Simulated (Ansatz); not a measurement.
# How the smearing shapes the phonons of NbAu2 (P6/mmm)

Aim: see how the phonons of NbAu2 (P6/mmm) along the first symmetry line respond to the electronic smearing. The first relaxation steps of the session are not shown, so no cell shown is the starting entry, unless a step says so.

Program: Ansatz 0.2.0. Level of theory: DFT PBEsol, scalar-relativistic, plane waves, PAW; PAW set soft_1. Results are calculated unless marked as measured.

**1. The cell after earlier relaxation steps**

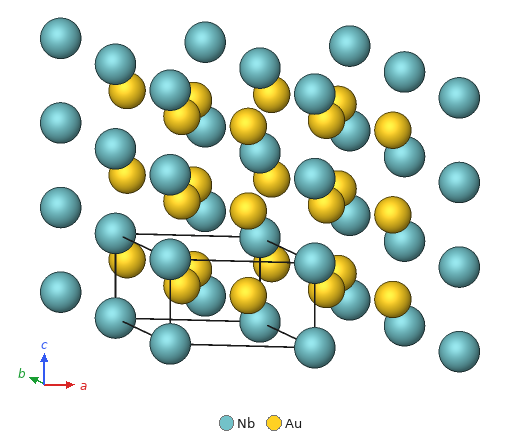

Start, viewed from a free direction; niobium teal, gold yellow. 2×2×3 cells are drawn. Some periodic images of atoms are drawn too.

Structure file:

```cif
data_structure
_symmetry_space_group_name_H-M 'P6/mmm'
_symmetry_Int_Tables_number 191
_cell_length_a 4.6208
_cell_length_b 4.6208
_cell_length_c 2.7291
_cell_angle_alpha 90.000
_cell_angle_beta 90.000
_cell_angle_gamma 120.000
_cell_volume 50.47
loop_
_atom_site_label
_atom_site_type_symbol
_atom_site_symmetry_multiplicity
_atom_site_Wyckoff_symbol
_atom_site_fract_x
_atom_site_fract_y
_atom_site_fract_z
_atom_site_occupancy
Nb1 Nb 1 a 0.00000 0.00000 0.00000 1
Au1 Au 2 d 0.33333 0.66667 0.50000 1
```

**2. Tight relaxation**

Residual forces and stress shift phonon frequencies, so the cell is relaxed again, with tight thresholds and the mesh and smearing of this input. Earlier relaxation steps are not shown.

Contents of input.yaml:

```yaml
crystal:
  lattice:
    - [4.6208327756, 0.0, 0.0]
    - [-2.3104163878, 4.0017585703, 0.0]
    - [0.0, 0.0, 2.7291162566]
  atoms:
    - { symbol: Nb, position: [0.0, 0.0, 0.0] }
    - { symbol: Au, position: [0.3333333333, 0.6666666667, 0.5] }
    - { symbol: Au, position: [0.6666666667, 0.3333333333, 0.5] }
kpoints:
  mp_grid: { grid: [6, 6, 9] }
hamiltonian:
  xc: pbesol
  pseudopotentials: { kind: paw, azcp: { folder: soft_1 }, xc_functional: pbe }
scf:
  occupations: { method: methfessel_paxton, width: 0.2 }
output:
  forces: true
  stress: true
  eigenvalues: true
relax:
  adjacent_minimum: "off"
  f_tol: 0.001
  max_steps: 60
  cell: { stress_tol: 0.01 }
```

Started as:

```console
ansatz run input.yaml --threads 4 --pin off --max-ram 12288MiB --backend cpu --events-out ev --progress --plain --runs-dir out
```

Numbers of over 12 decimals in the logs are rounded to 6 here.

The log of the run:

```text
[the first part of the log is left out]
  E_paw        = -22203.776525  (= ΣΔE_a)
  E_vpaw       = -909.931017  (= ΣTr[D̂ρ^β])
  E_aug_tail   = 0.003186  (compensation charges beyond the density's cutoff)
  E_ewald      = -7100.674455
  E_core_change = 0.807763  (= ΣΔE_core)
  E_smearing   = -0.006474  (= −TS)
  E_closure    = 0.000000  (closes the sum)
  Σ components = -30513.741920   (vs F -30513.741920, Δ=0.00e0)
--- Forces (eV/Å), atoms counted from 1 ---
  atom   1  Nb     0.00000000     0.00000000     0.00000000
  atom   2  Au    -0.00000000    -0.00000000     0.00000000
  atom   3  Au     0.00000000     0.00000000    -0.00000000
  max |Σ_I F_I| component: 4.63e-17 eV/Å
--- Stress (GPa, compression-positive) ---
       -0.005953       0.000000      -0.000000
        0.000000      -0.005953       0.000000
       -0.000000       0.000000       0.001841
  P = ⅓ Tr σ = -0.0034 GPa (-0.034 kbar)
--- Band table (eV; the first three rows and the last of 35) ---
  k-point 0: bands = ["-85.6517", "-85.6321", "-37.0431", "-37.0431", "-36.8523", "-36.8523", "-36.8112", "-36.7765", "-34.5400", "-10.7162", "-10.7162", "-9.7081", "11.0409", "13.5424", "14.2954", "15.1906", "15.1906", "15.3733", "15.3733", "16.6223", "16.6223", "17.5834", "17.5834", "18.6042", "18.7364", "18.7364", "23.7180", "23.7631", "23.7631", "26.9819", "26.9819"]
  k-point 1: bands = ["-85.6506", "-85.6311", "-37.0407", "-37.0407", "-36.8502", "-36.8502", "-36.8371", "-36.8013", "-34.5205", "-10.6976", "-10.6976", "-9.8724", "11.3695", "13.8024", "14.7300", "15.1384", "15.1384", "15.3310", "15.3310", "16.1419", "16.1419", "17.3625", "17.3625", "19.1507", "19.3665", "19.3665", "23.1685", "23.1685", "23.8184", "27.6714", "27.6714"]
  k-point 2: bands = ["-85.6479", "-85.6284", "-37.0345", "-37.0345", "-36.9021", "-36.8636", "-36.8449", "-36.8449", "-34.4709", "-10.6501", "-10.6501", "-10.2741", "12.2187", "14.5635", "14.7398", "14.7398", "15.2077", "15.2077", "15.7100", "15.7100", "15.9443", "16.8434", "16.8434", "20.5064", "20.5064", "20.6180", "22.2019", "22.2019", "24.1424", "27.2912", "28.2596"]
  k-point 34: bands = ["-85.6331", "-85.6331", "-37.0423", "-37.0007", "-37.0007", "-36.9293", "-36.9293", "-36.8154", "-34.3776", "-10.9762", "-10.5632", "-10.5632", "13.4364", "14.3414", "14.6390", "14.6390", "14.8125", "14.8125", "16.3337", "16.3337", "16.4415", "18.2413", "19.2244", "19.2244", "20.5186", "20.5186", "22.1245", "23.7353", "24.2749", "24.2749", "26.3881"]
--- Relaxed structure (4 steps of the walk, 3 accepted, 1 SCFs on fresh bases) ---
  F+E_penalty+E_count = -30513.74191965 eV   max|allowed force component| = 7.401e-17 eV/Å   (the final SCF, on the basis selected at the relaxed cell)
  cell:  # Å, volume = 50.5530 Å³
    - [4.621720, 0.0, 0.0]
    - [-2.310860, 4.002527, 0.0]
    - [0.0, 0.0, 2.732807]
  atoms:
    - { symbol: Nb, position: [0, 0, 0.0] }
    - { symbol: Au, position: [0.333333, 0.666667, 0.500000] }
    - { symbol: Au, position: [0.666667, 0.333333, 0.500000] }
```

Wall time 5.3 s (4 threads of Arm Neoverse V1, shared host); peak memory 0.38 GiB.

Relaxation path:

| step | energy less that of the first step (eV) | largest force component (eV/Å) | pressure (GPa) | volume (Å³) |
| --- | --- | --- | --- | --- |
| 1 | 0.0000 | 0.0000 | 0.36 | 50.47 |
| 2 | 0.0004 | 0.0000 | -0.76 | 50.74 |
| 3 | -0.0001 | 0.0000 | -0.01 | 50.56 |
| 4 | -0.0001 | 0.0000 | 0.00 | 50.55 |
| 5 | -0.0001 | 0.0000 | 0.00 | 50.55 |

The log counts 1 steps on a newly chosen plane-wave basis, not all of them marked here; energy and pressure can jump at such steps. Relaxation step 2 was tried and not accepted.

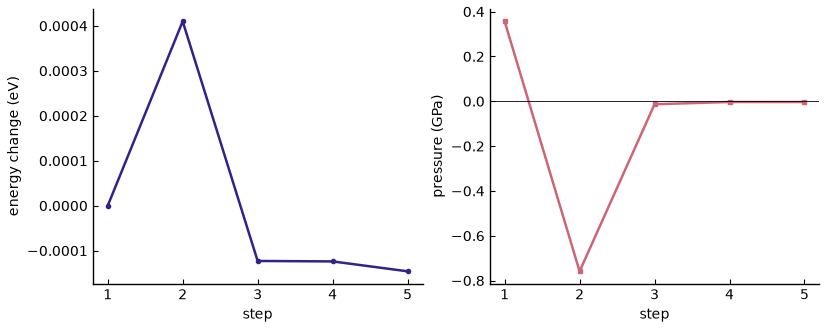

Energy and pressure along the relaxation.

| conventional cell, symmetrised | before | after | change |
| --- | --- | --- | --- |
| a (Å) | 4.621 | 4.622 | +0.0 % |
| b (Å) | 4.621 | 4.622 | +0.0 % |
| c (Å) | 2.729 | 2.733 | +0.1 % |
| volume (Å³/atom) | 16.82 | 16.85 | +0.2 % |

The relaxed structure:

```xyz
3
Lattice="4.6217 0.0000 0.0000 -2.3109 4.0025 0.0000 0.0000 0.0000 2.7328" Properties=species:S:1:pos:R:3 pbc="T T T"
Nb    0.0000    0.0000    0.0000
Au    0.0000    2.6684    1.3664
Au    2.3109    1.3342    1.3664
```

Numbers from this step:

| Item | Value |
| --- | --- |
| pressure | -0.003355 GPa |
| volume per atom | 16.85 Å³/atom |
| metallic on mesh | yes |
| gap on the k-mesh | 0 eV |

The largest force is now zero by symmetry and the largest stress component 0.0060 GPa, small enough for phonons.

**3. Wavevectors along a line: Fermi–Dirac smearing of 0.1 eV**

Each wavevector is solved by itself, so no interpolation smooths a dip of the branch.

Contents of input.yaml:

```yaml
crystal:
  lattice:
    - [4.6217196153, 0.0, 0.0]
    - [-2.3108598077, 4.002526596, 0.0]
    - [0.0, 0.0, 2.7328071076]
  atoms:
    - { symbol: Nb, position: [0.0, 0.0, 0.0] }
    - { symbol: Au, position: [0.3333333333, 0.6666666667, 0.5] }
    - { symbol: Au, position: [0.6666666667, 0.3333333333, 0.5] }
kpoints:
  mp_grid: { grid: [12, 12, 16] }
hamiltonian:
  xc: pbesol
  pseudopotentials: { kind: paw, azcp: { folder: soft_1 }, xc_functional: pbe }
scf:
  occupations: { method: fermi_dirac, width: 0.1 }
output:
  eigenvalues: true
phonons:
  method: dfpt
  qpoints:
    - [0, 0, 0]
    - [0.083333333, 0.0, 0.0]
    - [0.166666667, 0.0, 0.0]
    - [0.25, 0.0, 0.0]
    - [0.333333333, 0.0, 0.0]
    - [0.416666667, 0.0, 0.0]
    - [0.5, 0.0, 0.0]
```

The log of the run:

```text
The run solves and reports these wavevectors of phonons.qpoints, in the list's order, at another value: [0.083333333, 0.0, 0.0] as [0.083333, 0.0, 0.0], [0.166666667, 0.0, 0.0] as [0.166667, 0.0, 0.0], [0.333333333, 0.0, 0.0] as [0.333333, 0.0, 0.0], [0.416666667, 0.0, 0.0] as [0.416667, 0.0, 0.0].
[...]
Crystal: 3 atoms, lattice volume = 50.553 Å³
Basis set: ecut = 420 eV, 975 PW (Γ), exchange–correlation on 64×64×40 points (8 copies of the dense FFT grid, shifted against one another)
Bands: 31, of which v1, the nominal top of the filled ones, is band 26 counted from 1 (25 counted from 0)
Symmetry: 24 space group operations
k-points: 171 of 2304
[...]
SCF iter   1: F=—  HF=-30522.712730 eV  |F-HF|=—  |Δ(HF+E_count)|=         —  Δρ=2.55e-1  dr2=7.04e1  ethr=3.10e-3  ⟨swp⟩=4.7  Hψ=17858  notcnv=0
[...]
SCF iter  11: F=-30513.789637 eV  HF=-30513.789637 eV  |F-HF|=7.28e-12  |Δ(HF+E_count)|=    0.00e0  Δρ=1.13e-7  dr2=6.94e-12  ethr=1.00e-12  ⟨swp⟩=5.7  Hψ=22348  notcnv=0
the search or the solves at the SCF's close seem to have found levels that the self-consistency loop had missed (the run counts 2). By its estimate they hold under 1e-12 electrons; where the run keeps them, the occupations were computed again with them
SCF 1 converged in 11 iterations: F = -30513.789637 eV  dr2 = 6.94e-12
[...]
NSCF: frozen V_eff on 171 k-points
WARN: eigensolver did not converge (k=165): 1 band(s) unlocked after 20 sweeps at ethr=1.22e-12 eV (storage-precision floor; scheduled 1.00e-12 eV) (lowest unlocked band 30, counted from 0; max residual 6.92e-6 eV among the unlocked bands, 6.92e-6 eV over every band; other slots of this pass that fall short are told together in one closing line; warning suppressed until the next SCF loop or pass starts)
WARN: eigensolver did not converge in 2 slots of this pass, the one above among them; of largest residual over every band (k=166): 1 band(s) unlocked (lowest unlocked band 30, counted from 0; max residual 2.42e-5 eV among the unlocked bands, 2.42e-5 eV over every band); of lowest unlocked band (k=165): band 30
[...]
DFPT response loops at q = (0, 0, 0) (fractional): preconditioner auto → Kerker (q_TF=auto, 2.732 Å⁻¹) (partly filled bands, converged f_vac=0.000); β = 1.00, the filter's whole step (`scf.mixing.beta` (0.50) is not read by the response loops under this deck's `scf.mixing.preconditioner`; to damp them name `kerker` or `kerker_dos`, under which they read `scf.mixing.beta`, and type it under 1.00, their step now; both keys bind the ground state too); Broyden in place of MSR1
[...]
SCF converged after 11 iterations
Free energy (F): -30513.789637 eV
[...]
Internal energy: -30513.755525 eV  (E = F + TS)
E sigma→0 (E₀):  -30513.772581 eV
Entropy (-TS):   -0.034112 eV (-11.371 meV/atom)
Fermi energy:    20.953112 eV
[...]
--- Band table (eV; the first three rows and the last of 171) ---
  k-point 0: bands = [... 22 lower, 17.5930, 18.5286, 18.7370, 18.7370, 23.7228, 23.7228, 23.7270, 26.9802, ... 1 higher]
  k-point 1: bands = [... 22 lower, 17.5200, 18.7040, 18.9693, 18.9693, 23.5052, 23.5052, 23.7586, 27.2268, ... 1 higher]
  k-point 2: bands = [... 22 lower, 17.3181, 19.2168, 19.4986, 19.4986, 23.0094, 23.0094, 23.8549, 27.8183, ... 1 higher]
  k-point 170: bands = [... 22 lower, 19.9559, 19.9559, 19.9973, 19.9973, 22.3089, 23.7932, 24.7225, 24.7225, ... 1 higher]
--- Phonons (Γ-DFPT): 4 representative perturbations + reference (Σ response iterations 12) ---
  ASR residual: 7.507e-4 → 0.000e0 eV/Å²; symmetrization residual: 4.106e-6 eV/Å²
  ASR residual per site (eV/Å²): 7.51e-4 1.72e-4 1.72e-4
  Γ frequencies (cm⁻¹): 0.00 0.00 0.00 57.02 111.35 152.29 152.29 176.31 176.31
  non-analytic LO–TO correction: not included (Born effective charges unavailable; polar crystals: no LO–TO splitting at Γ)
--- Phonons (arbitrary-q DFPT): 7 explicit q-points ---
  q = [0, 0, 0] (of the zone-centre solve; hermiticity 6.39e-7, symmetrization 2.66e-10): -0.00 0.00 0.00 57.02 111.35 152.29 152.29 176.31 176.31
  q = [0.083333, 0, 0] (4 solved perturbations in 3996 linear systems a pass and spin channel, the states on 1296 of 2304 k-point pairs; hermiticity 6.18e-7, symmetrization 1.40e-11): 11.90 15.65 31.58 56.36 110.91 149.62 150.57 177.11 178.25
[...]
sum rule: each row above includes the acoustic sum rule's correction from the zone centre's row sums; it moved no ω² by more than (1.48 cm⁻¹)²
```

Wall time 21 min (4 threads); peak memory 4.5 GiB.

In the SCF lines HF is the Harris–Foulkes energy and dr2 the Hartree energy of the density residual, in eV; the loop may stop once dr2 is under the threshold and the program's other checks hold. Hψ counts applications of the Hamiltonian.

Each wavevector solved by linear response. Table of frequency by |q| along the line; 7 of 9 lines:

| \|q\| along the line (Å⁻¹) | mode 1 (cm⁻¹) | mode 2 (cm⁻¹) | mode 3 (cm⁻¹) | mode 4 (cm⁻¹) | mode 5 (cm⁻¹) | mode 6 (cm⁻¹) | mode 7 (cm⁻¹) |
| --- | --- | --- | --- | --- | --- | --- | --- |
| 0.000 | 0 | 0 | 0 | 57.0 | 111 | 152 | 152 |
| 0.131 | 11.9 | 15.7 | 31.6 | 56.4 | 111 | 150 | 151 |
| 0.262 | 23.5 | 30.6 | 54.9 | 61.0 | 110 | 144 | 146 |
| 0.393 | 34.0 | 44.0 | 53.5 | 86.0 | 107 | 138 | 140 |
| 0.523 | 42.2 | 53.4 | 54.7 | 102 | 104 | 133 | 140 |
| 0.654 | 46.1 | 56.2 | 61.5 | 99.1 | 107 | 130 | 148 |
| 0.785 | 46.9 | 58.2 | 63.9 | 96.6 | 108 | 129 | 159 |

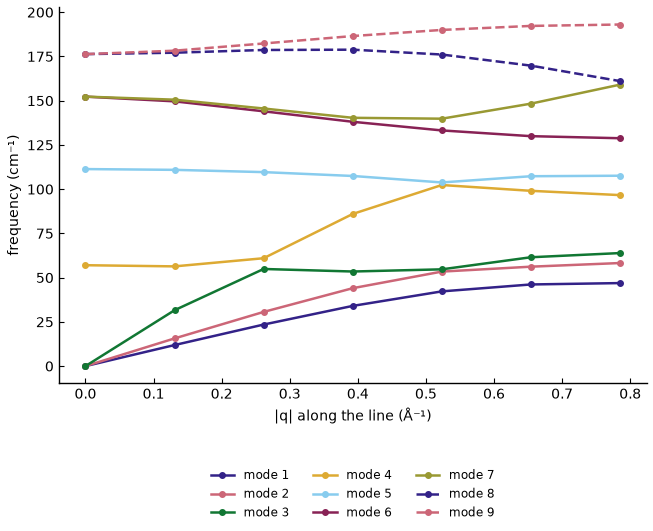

Frequency, plotted against |q| along the line.

**4. Phonons along a line: Fermi–Dirac smearing of 0.25 eV**

The smearing blurs the Fermi surface that screens the phonons; a Fermi–Dirac width is an electronic temperature.

input.yaml: that of step 3 with these lines changed.

```diff
@@ -15,3 +15,3 @@
 scf:
-  occupations: { method: fermi_dirac, width: 0.1 }
+  occupations: { method: fermi_dirac, width: 0.25 }
 output:
```

Wider smearing eases the sum over k-points of a metal but moves the result away from its zero-temperature value.

The log of the run:

```text
band count auto-derived: 32 (N_el = 51.0; filled up to band 26; 31 by the electrons, moments and atoms)
[...]
Crystal: 3 atoms, lattice volume = 50.553 Å³
Basis set: ecut = 420 eV, 975 PW (Γ), exchange–correlation on 64×64×40 points (8 copies of the dense FFT grid, shifted against one another)
Bands: 32, of which v1, the nominal top of the filled ones, is band 26 counted from 1 (25 counted from 0)
Symmetry: 24 space group operations
k-points: 171 of 2304
[...]
SCF iter   1: F=—  HF=-30522.970753 eV  |F-HF|=—  |Δ(HF+E_count)|=         —  Δρ=2.62e-1  dr2=7.51e1  ethr=3.10e-3  ⟨swp⟩=4.5  Hψ=17941  notcnv=0
[...]
SCF iter  11: F=-30513.894102 eV  HF=-30513.894102 eV  |F-HF|=3.64e-12  |Δ(HF+E_count)|=  2.18e-11  Δρ=1.11e-7  dr2=8.10e-12  ethr=1.00e-12  ⟨swp⟩=5.6  Hψ=22961  notcnv=0
SCF 1 converged in 11 iterations: F = -30513.894102 eV  dr2 = 8.10e-12
[...]
SCF converged after 11 iterations
Free energy (F): -30513.894102 eV
[...]
Internal energy: -30513.610187 eV  (E = F + TS)
E sigma→0 (E₀):  -30513.752145 eV
Entropy (-TS):   -0.283915 eV (-94.638 meV/atom)
Fermi energy:    20.867397 eV
[...]
--- Band table (eV; the first three rows and the last of 171) ---
  k-point 0: bands = [... 22 lower, 17.5915, 18.5322, 18.7481, 18.7481, 23.7248, 23.7366, 23.7366, 26.9821, ... 2 higher]
  k-point 1: bands = [... 22 lower, 17.5186, 18.7077, 18.9800, 18.9800, 23.5181, 23.5181, 23.7564, 27.2295, ... 2 higher]
  k-point 2: bands = [... 22 lower, 17.3167, 19.2210, 19.5093, 19.5093, 23.0205, 23.0205, 23.8526, 27.8221, ... 2 higher]
  k-point 170: bands = [... 22 lower, 19.9574, 19.9574, 20.0102, 20.0102, 22.3059, 23.8039, 24.7335, 24.7335, ... 2 higher]
[...]
ASR residual: 3.681e-3 → 0.000e0 eV/Å²; symmetrization residual: 3.579e-6 eV/Å²
  ASR residual per site (eV/Å²): 3.68e-3 3.27e-4 3.27e-4
  Γ frequencies (cm⁻¹): 0.00 0.00 0.00 54.03 112.56 150.75 150.75 176.06 176.06
[...]
--- Phonons (arbitrary-q DFPT): 7 explicit q-points ---
[...]
```

Wall time 21 min (4 threads); peak memory 4.6 GiB.

Each wavevector solved by linear response. Table of frequency by |q| along the line; 7 of 9 lines:

| \|q\| along the line (Å⁻¹) | mode 1 (cm⁻¹) | mode 2 (cm⁻¹) | mode 3 (cm⁻¹) | mode 4 (cm⁻¹) | mode 5 (cm⁻¹) | mode 6 (cm⁻¹) | mode 7 (cm⁻¹) |
| --- | --- | --- | --- | --- | --- | --- | --- |
| 0.000 | 0 | 0 | 0 | 54.0 | 113 | 151 | 151 |
| 0.131 | 11.8 | 15.3 | 31.3 | 53.5 | 112 | 149 | 149 |
| 0.262 | 23.2 | 30.0 | 52.2 | 60.5 | 110 | 143 | 144 |
| 0.393 | 33.6 | 43.2 | 51.2 | 85.2 | 108 | 138 | 139 |
| 0.523 | 41.5 | 51.6 | 53.8 | 102 | 105 | 133 | 138 |
| 0.654 | 44.9 | 54.6 | 60.9 | 101 | 107 | 129 | 147 |
| 0.785 | 45.5 | 56.5 | 63.4 | 99.8 | 107 | 128 | 157 |

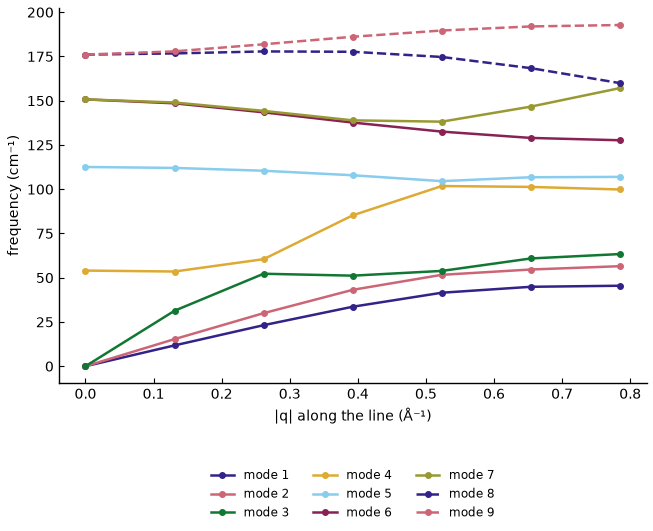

Frequency, plotted against |q| along the line.

Against step 3 (now smearing width 0.25 eV), the free energy moves by -34.8 meV an atom.

**5. Smearing and the soft branch**

Lowest frequency against |q| along the line:

| \|q\| along the line (Å⁻¹) | fermi dirac 0.1 eV, k 12x12x16 (cm⁻¹) | fermi dirac 0.25 eV, k 12x12x16 (cm⁻¹) |
| --- | --- | --- |
| 0.000 | 0 | 0 |
| 0.131 | 11.9 | 11.8 |
| 0.262 | 23.5 | 23.2 |
| 0.393 | 34.0 | 33.6 |
| 0.523 | 42.2 | 41.5 |
| 0.654 | 46.1 | 44.9 |
| 0.785 | 46.9 | 45.5 |

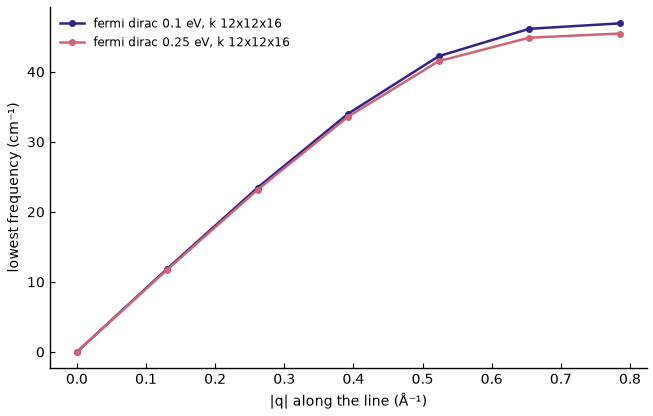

Lowest frequency, plotted against |q| along the line.

**6. Outcome**

| Quantity | Value |
| --- | --- |
| phonon run of the rows without a label of their own | PBEsol, k 12×12×16 |
| lowest branch at the last solved point, Fermi–Dirac 0.1 eV | 46.9 cm⁻¹ at \|q\| = 0.785 Å⁻¹ |
| lowest branch at the last solved point, Fermi–Dirac 0.25 eV | 45.5 cm⁻¹ at \|q\| = 0.785 Å⁻¹ |

What this shows: No branch softens by more than 4 % of the top frequency as the smearing narrows, so no anomaly that hangs on the smearing shows at these points. The line holds 7 wavevectors, so a narrow dip between them would be missed. Between Fermi–Dirac 0.25 eV and Fermi–Dirac 0.1 eV the largest change, with modes counted by rank of frequency, is in mode 4 at |q| = 0.785 Å⁻¹, from 99.8 to 96.6 cm⁻¹. Where branches cross, a count by rank can hide a softening. At the narrowest width the k mesh may not resolve the Fermi surface, so part of the change can be mesh noise. Spin–orbit coupling, left out here, matters for Au. The PAW files were made for PBE; under other functionals the run regenerates their frozen core.

[Logs are printed without paths, hosts, clocks, repeated set-up lines and the standing remarks that a program may print on its own settings, such as how far it seeks lower states.]

[Hosts, paths, dates, database ids (printed as entryN), source tags and the programs' standing remarks are cut or masked in the printed files.]
